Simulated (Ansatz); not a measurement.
# BCl: vertical ionisation energy

How much energy removes an electron from BCl at fixed geometry? The cation is run at each level and the neutral's energy taken from earlier runs.

Computed with Ansatz 0.2.0, Gaussian basis. Level: unrestricted cation, the program's frozen cores in correlated methods.

The runs, in order: UKS PBE-D4/def2-TZVPP; UKS r2SCAN-D4/def2-TZVPP; UKS PBE0-D4/def2-TZVPP; UKS B3LYP-D4/def2-TZVPP; UKS wB97X-V/def2-TZVPP; UKS wB97M-V/def2-TZVPP; UKS B2PLYP/def2-TZVPP; UHF-CCSD(T)/def2-TZVPP; UHF-CCSD(T)/def2-QZVPP; extrapolation to the limit; then −ε(HOMO) from the neutral's earlier runs with LDA (SPW92), PBE-D4, revPBE-D4, BLYP-D4, r2SCAN-D4, B97M-V, PBE0-D4, B3LYP-D4, r2SCANh-D4, r2SCAN0-D4, HSE06-D4, BHLYP-D4, CAM-B3LYP-D4, LC-ωPBE, ωB97X-V, ωB97M-V.

## (1) Structure used throughout

The geometry comes from an earlier relaxation with PBE0-D4 in a triple-zeta def2 set; it is a stationary point.

SMILES `[B]Cl`, 2 atoms, charge 0, spin multiplicity 1.

Atoms are counted from 1 here; the program's logs count them from 0.

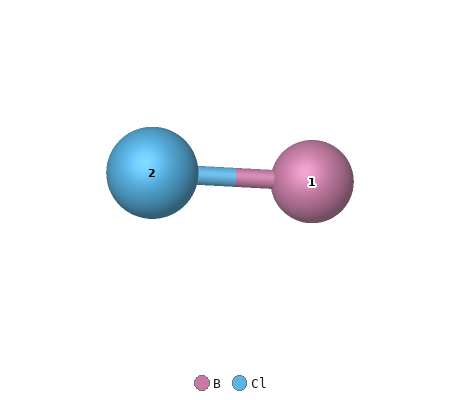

The geometry (boron pink, chlorine blue); atoms are numbered from 1 in the order of the file.

## (2) Cation, UKS PBE-D4/def2-TZVPP

The input, in.yaml:

```yaml
crystal:
  periodic: [false, false, false]
  atoms:
    - {symbol: B, position_ang: [-0.000000, -0.000000, -0.069701]}
    - {symbol: Cl, position_ang: [0.000000, 0.000000, 1.648231]}
basis:
  gaussian: {orbitals: def2-TZVPP}
total_charge: 1
magnetization: {spin_polarized: true, initial_magnetization: 1}
hamiltonian: {xc: pbe, dispersion: d4}
```

Command:

```sh
> ansatz run in.yaml --threads 2 --pin off --events-out ev --progress --plain --max-ram 22528MiB --backend cpu
```

After this run come: Cation, UKS r2SCAN-D4/def2-TZVPP; Cation, UKS PBE0-D4/def2-TZVPP; Cation, UKS B3LYP-D4/def2-TZVPP; Cation, UKS wB97X-V/def2-TZVPP; Cation, UKS wB97M-V/def2-TZVPP; Cation, UKS B2PLYP (frozen core)/def2-TZVPP; Cation, UHF-CCSD(T)/def2-TZVPP; Cation, UHF-CCSD(T)/def2-QZVPP.

**Question.** What will the summary of the whole plan be? Wanted: ionisation energy, CCSD(T)/CBS; nearest functional by difference; nearest −ε(HOMO); −ε(HOMO) of PBE; T1 of the cation.

As calculated:

```
                        quantity               value
  ionisation energy, CCSD(T)/CBS            10.23 eV
nearest functional by difference  ωB97M-V (-0.08 eV)
                nearest −ε(HOMO)  LC-ωPBE (+0.03 eV)
                 −ε(HOMO) of PBE             6.24 eV
                T1 of the cation               0.024
```

**Reading.** By cation minus neutral, the functionals miss by 0.47 eV at most. The PBE orbital energy is 4.0 eV too small: a semilocal HOMO is no ionisation energy. Among orbital estimates LC-ωPBE comes nearest. Hartree-Fock falls 1.23 eV short, as the neutral has more correlation energy than the cation.
